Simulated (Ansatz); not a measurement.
**triplet NO+ at 6 levels**

Wanted: a comparison of 6 runs (UHF/3-21G, U-r2SCAN0/aug-cc-pVTZ, U-wB97X/aug-cc-pVTZ, UCAM-B3LYP/aug-cc-pVTZ, UPBE/aug-cc-pVTZ, UMP2/aug-cc-pVTZ) of triplet NO+. 

Program for the calculation: Ansatz 0.2.0.

1 further run of the same task is left out (set aside as unsound or not needed).

## 1. Starting point

The species is NO+ (2 atoms), meant as a triplet with charge +1. SMILES of the parent species: `N#[O+]`. The bond length is the one measured for the parent species. That shape belongs to the parent species and isn't relaxed for this state.

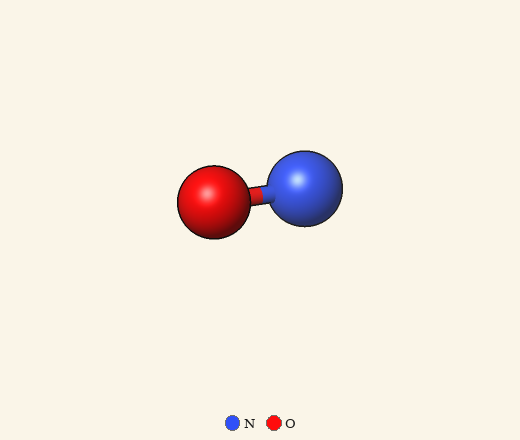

Viewed from a chosen angle; nitrogen blue, oxygen red.

## 2. The energy at UHF/3-21G (run 1)

File job.yaml:

```yaml
crystal:
  periodic: [false, false, false]
  atoms:
    - {symbol: N, position_ang: [0.000000, 0.000000, 0.000000]}
    - {symbol: O, position_ang: [0.000000, 0.000000, 1.063220]}
basis:
  gaussian:
    orbitals: 3-21G.json
total_charge: 1
magnetization:
  spin_polarized: true
  initial_magnetization: 2
hamiltonian:
  xc: hf
accuracy: high
output: {orbitals: {seedname: orbitals}}
```

The basis set 3-21G is read from a file made from the Basis Set Exchange's data (not shown).

Started as:

```
$ ansatz run job.yaml --threads 1 --pin off --max-ram 3480MiB --events-out events.jsonl --progress --plain --runs-dir runs
```

Standard output:

```text
Warning: RAYON_NUM_THREADS=1 ignored (pool sized by the plan → 1); use --threads N
Functional definition: HF
  name "HF"
  exchange = exact_x
  correlation = 0
340 factors; integrals over basis functions are off by at most 3.8e-9 eV
mean field evaluation 1: about -3477.9988 eV, gradient 2.4e1 eV
mean field evaluation 2: about -3478.0079 eV, gradient 2.4e1 eV
mean field evaluation 4: about -3480.0523 eV, gradient 2.8e0 eV
mean field evaluation 8: about -3480.5609 eV, gradient 1.2e0 eV
mean field evaluation 16: about -3480.6680 eV, gradient 1.2e-8 eV
mean field evaluation 32: about -3479.9231 eV, gradient 4.6e-1 eV
mean field evaluation 64: about -3480.0531 eV, gradient 2.8e0 eV
mean field -3480.66801275 eV, -127.9121901871 hartree, gradient 9.8e-8 eV, S^2 2.253871; 1 other end points of the search recorded, 0 dependent functions left out
reference -3480.66801275 eV, -127.9121901871 hartree; 8, 6 occupied and 10, 12 virtual orbitals, 340 factors
Total energy: -3480.66801275 eV, -127.9121901871 hartree
```

Run time: 0.1 s. Hardware: 1 thread of Arm Neoverse V2, shared host.

## 3. A single-point energy at U-r2SCAN0/aug-cc-pVTZ (run 2)

File molecule.yaml:

```yaml
crystal:
  periodic: [false, false, false]
  atoms:
    - {symbol: "N", position_ang: [0.000000, 0.000000, 0.000000]}
    - {symbol: O, position_ang: [0.000000, 0.000000, 1.063220]}
basis:
  gaussian: {orbitals: aug-cc-pVTZ}
total_charge: 1
magnetization: {spin_polarized: true, initial_magnetization: 2}
hamiltonian: {xc: {name: r2SCAN0}}
accuracy: high
output: {orbitals: {seedname: orbitals}}
```

Started as:

```
$ ansatz run molecule.yaml --threads 1 --pin off --max-ram 3480MiB --events-out events.jsonl --progress --plain --runs-dir runs
```

Standard output:

```text
Warning: RAYON_NUM_THREADS=1 ignored (pool sized by the plan → 1); use --threads N
Functional definition: r2SCAN0
  name "r2SCAN0"
  parameter a = 0.25
  parameter k0 = 0.174
  parameter k1 = 0.065
  parameter a1 = 4.9479
  exchange = (1 - a)*r2scan_x(k0 = k0, k1 = k1, a1 = a1) + a*exact_x
  correlation = r2scan_c
1267 factors; integrals over basis functions are off by at most 2.7e-9 eV
mean field evaluation 1: about -3511.4436 eV, gradient 4.2e1 eV
mean field evaluation 2: about -3492.9187 eV, gradient 8.2e1 eV
mean field evaluation 4: about -3516.4758 eV, gradient 1.8e0 eV
mean field evaluation 8: about -3516.5161 eV, gradient 2.0e-1 eV
mean field evaluation 16: about -3516.5179 eV, gradient 1.1e-4 eV
mean field -3516.51790263 eV, -129.2296493401 hartree, gradient 3.2e-8 eV, S^2 2.027958; 1 other end points of the search recorded, 0 dependent functions left out
reference -3516.51790376 eV, -129.2296493819 hartree; 8, 6 occupied and 84, 86 virtual orbitals, 1267 factors
Total energy: -3516.51790376 eV, -129.2296493819 hartree
```

Run time: 5.4 s. Hardware: 1 thread of Arm Neoverse V2, shared host; peak memory 0.24 GiB.

Runs 3 to 5 aren't shown in full; the table further down has their settings and results.

## 4. The energy at UMP2/aug-cc-pVTZ (run 6)

File run.yaml:

```yaml
crystal:
  periodic: [false, false, false]
  atoms:
    - {symbol: "N", position_ang: [0.000000, 0.000000, 0.000000]}
    - {symbol: O, position_ang: [0.000000, 0.000000, 1.063220]}
basis:
  gaussian: {orbitals: aug-cc-pVTZ}
total_charge: 1
magnetization: {spin_polarized: true, initial_magnetization: 2}
correlation: {method: mp2, frozen_orbitals: {"N": 1, O: 1}}
accuracy: high
```

Started as:

```
$ ansatz run run.yaml --threads 1 --pin off --max-ram 3480MiB --events-out events.jsonl --progress --plain --runs-dir runs
```

Standard output (excerpt; [...] marks lines left out):

```text
Warning: RAYON_NUM_THREADS=1 ignored (pool sized by the plan → 1); use --threads N
[... 2 set-up lines as earlier in the session ...]
[...]
1267 factors; integrals over basis functions are off by at most 2.7e-9 eV
[...]
mean field -3502.75407317 eV, -128.7238379370 hartree, gradient 3.5e-8 eV, S^2 2.231426; 9 other end points of the search recorded, 0 dependent functions left out
2 core orbitals not correlated: weight in the atoms' cores, before any rotation towards them, 1.000 or more for the frozen orbitals, at most 0.000 for the correlated occupied ones
reference -3502.75407317 eV, -128.7238379370 hartree; 6, 4 occupied and 84, 86 virtual orbitals, 1267 factors
second order -8.80806464 eV of doubles, -0.00000000 eV of singles
Total energy: -3511.56213781 eV, -129.0475283423 hartree
```

It took 3.6 s on 1 thread of Arm Neoverse V2, shared host; peak memory 0.17 GiB.

## 5. All runs side by side

| run | level | frozen core orbitals | energy (Eh) | HOMO energy (eV) | ⟨S²⟩ | wall time |
| --- | --- | --- | --- | --- | --- | --- |
| 1 | UHF/3-21G | – | -127.912190 | -23.55 | 2.254 | 0.1 s |
| 2 | U-r2SCAN0/aug-cc-pVTZ | – | -129.229649 | -17.90 | 2.028 | 5.4 s |
| 3 | U-wB97X/aug-cc-pVTZ | – | -129.277955 | -19.89 | 2.014 | 11 s |
| 4 | UCAM-B3LYP/aug-cc-pVTZ | – | -129.261238 | -19.04 | 2.011 | 3.9 s |
| 5 | UPBE/aug-cc-pVTZ | – | -129.184955 | -15.33 | 2.007 | 5.7 s |
| 6 | UMP2/aug-cc-pVTZ | 2 | -129.047528 | – | 2.231 | 3.6 s |

## 6. Results

| quantity | value |
| --- | --- |
| run 6: total energy | -129.04753 Eh |
| run 6: correlation energy (2 core orbitals frozen) | -323.7 mEh |
| run 6: ⟨S²⟩ of the reference determinant | 2.231 |

Totals of different functionals can't be ranked against each other. Spin contamination of the reference: run 1 ⟨S²⟩ = 2.25, run 6 ⟨S²⟩ = 2.23. All runs together took 30 s, the longest 11 s.
